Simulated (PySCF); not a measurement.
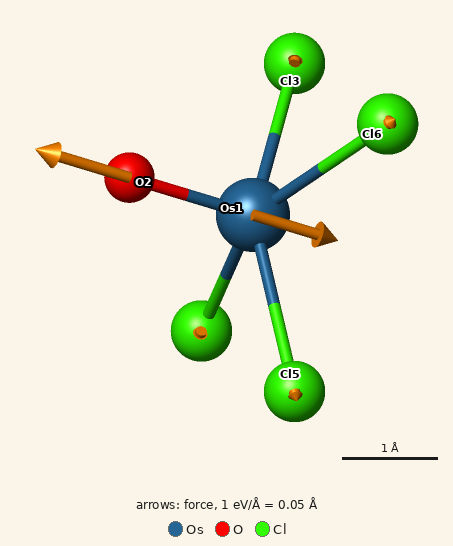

Starting geometry of OsOCl4 (charge +2) with the computed forces as orange arrows. A ball-and-stick model, seen from a free direction.

Computed with RKS BP86, Os def2-SVP with ECP60, O def2-SVP, Cl def2-SVP; non-relativistic Hamiltonian with scalar-relativistic core potentials; density fitting in PySCF 2.14.0.

Input
```
mol = gto.M(atom='''
Os    -0.00000    -0.00000     0.13144
O     -0.00000    -0.00000     1.59664
Cl     2.11930     0.00000    -0.36296
Cl     0.00000     2.11930    -0.36296
Cl    -2.11930     0.00000    -0.36296
Cl    -0.00000    -2.11930    -0.36296''',
    basis={'Os': 'def2-SVP', 'O': 'def2-SVP', 'Cl': 'def2-SVP'},
    ecp={'Os': 'def2-SVP'},
    charge=2, spin=0)
mf = dft.RKS(mol, xc='B88,P86')
mf.grids.atom_grid = (50, 194)  # f atoms: at least (60, 302), unpruned
mf = mf.density_fit()  # Os def2-universal-JKFIT, O def2-universal-JKFIT, Cl def2-universal-JKFIT
mf.conv_tol = 1e-08; mf.max_cycle = 55
mf.kernel(dm0)
# quasi-Newton relaxation in Cartesian coordinates to a largest gradient under 0.00045 Eh/bohr, steps kept in the point group
```

Launched with:
```bash
OMP_NUM_THREADS=2 python run.py
```

**What follows when this structure is relaxed?**

It isn't relaxed: the largest force vector, on O2, is 22.51 eV/Å. The final displacements follow the starting forces only in part (cosine between the two patterns 0.68). After 6 geometry steps the energy has fallen by 55.6 kcal/mol. Largest force component: 23 eV/Å at the start, 0.0034 eV/Å at the end. The atom that moves furthest after the best rigid fit is O2 (0.20 Å). By element the largest moves are O 0.20 Å, Cl 0.10 Å, Os 0.02 Å. Among the contacts that change: Os1–O2 1.465 → 1.684 Å, Os1–Cl3 2.176 → 2.266 Å.
